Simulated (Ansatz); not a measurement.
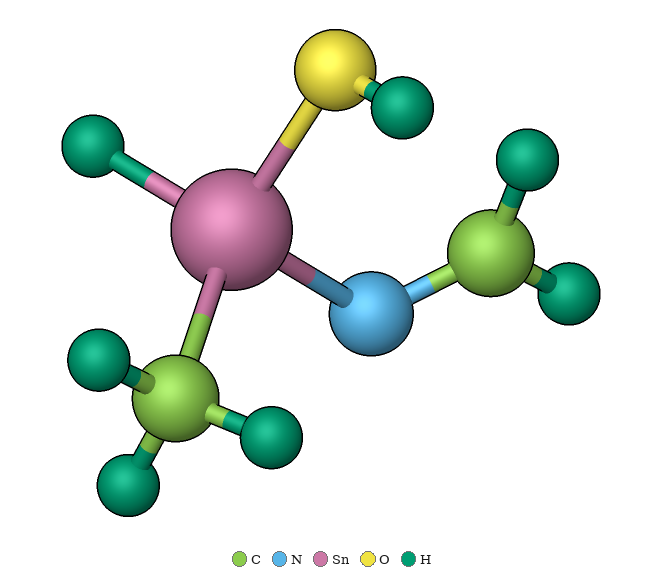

Figure made from data computed with Ansatz.

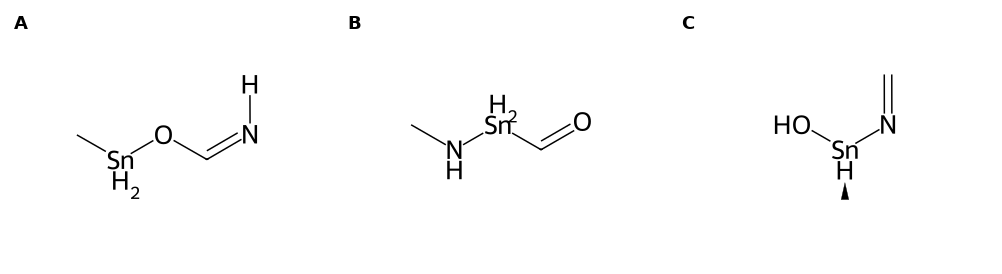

Question: The first picture shows one of the molecules drawn in the second. Which?

Answer: C, `C=[N][Sn@@H]([CH3])[OH]`.
